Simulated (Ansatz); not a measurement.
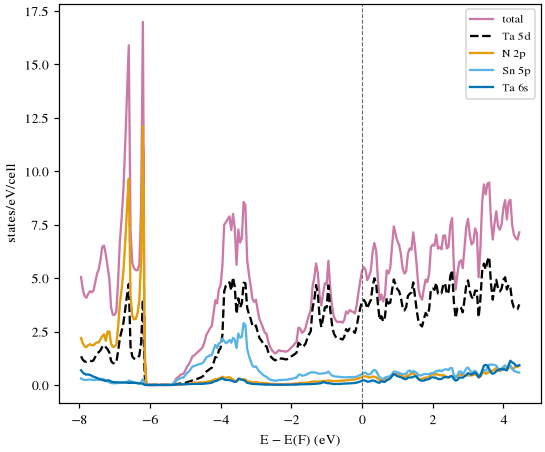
*Total and projected density of states of Ta₂SnN in space group P6_3/mmc (No. 194; Sn on 2d, Ta on 4f, N on 2a), PBE in the plane-wave PAW code Ansatz*

**Question.** Which orbitals carry the states next to the Fermi level?

**Answer.** Within 0.5 eV of the Fermi level: Ta 5d 74 %, Sn 5p 10 %, N 2p 7 %. Projections are on Löwdin-orthogonalised atomic valence shells; empty p or d shells of many metals are not among them.

**Question.** Where is the tallest occupied peak in this window, and what makes it?

**Answer.** Near -6.2 eV, about 17 states/eV per cell; the largest projected share is N 2p.

The start of the workflow was typed in or built on a structure type; neither database checked (COD, Materials Project) lists it. Whether it is the stable phase at ambient conditions was not checked. Symmetry was held in the PBE relaxation; whether a distortion lowers the energy is not shown. The run is not spin-polarised. Scalar-relativistic: spin–orbit coupling is off unless named, which matters more the heavier the elements.

Potentials: the earlier of the program's two PAW sets.
